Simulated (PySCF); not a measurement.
Input

```
{"job": {"kind": "nmr", "xc": "PBE0", "basis": "pcSseg-1"}, "charge": 0, "multiplicity": 1}
F      1.166360     1.642129    -0.703265
C      1.852925     0.691727     0.004065
F      1.878725     1.143542     1.288263
Si     0.939804    -1.021658    -0.111772
F      1.762446    -1.745705    -1.303474
Si    -1.239702    -0.662307    -0.815183
P     -2.340081     0.467179     0.777313
H      2.887373     0.709263    -0.366142
H      1.381594    -1.756316     1.066602
H     -1.265030    -0.010134    -2.135703
H     -1.942779    -1.945167    -0.966144
H     -1.686344     1.667929     0.564091
H     -3.399680     0.820003    -0.038875
```

Launched as:

```sh
OMP_NUM_THREADS=1 python probes_run.py task.json out
```

Geometry: GFN2-xTB.

Theory: PBE0/pcSseg-1, SCF density, gas phase, non-relativistic (PySCF 2.14.0).

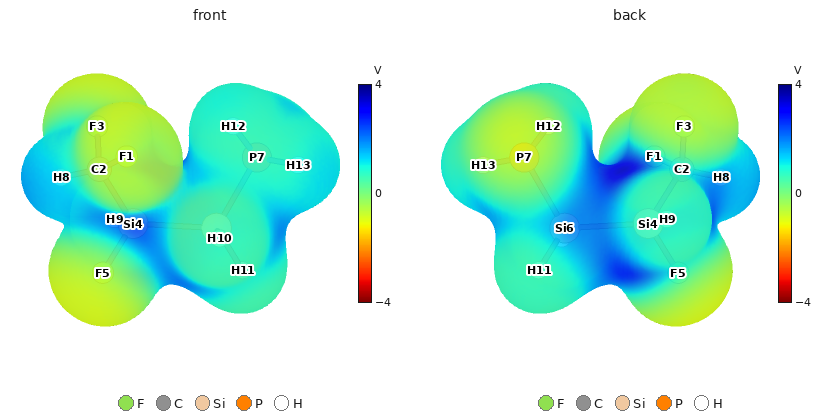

CH$_{6}$F$_{3}$PSi$_{2}$. The electrostatic potential painted on the density surface at 0.004 e/bohr³, seen from the front and from behind; red is negative and blue positive.

Q: Where is the surface potential most negative and most positive?

A: The most negative region (about −0.9 V, or −21 kcal/mol for a unit charge) lies over F5 and P7, the most positive (about +3.0 V, or +69 kcal/mol for a unit charge) over Si4.
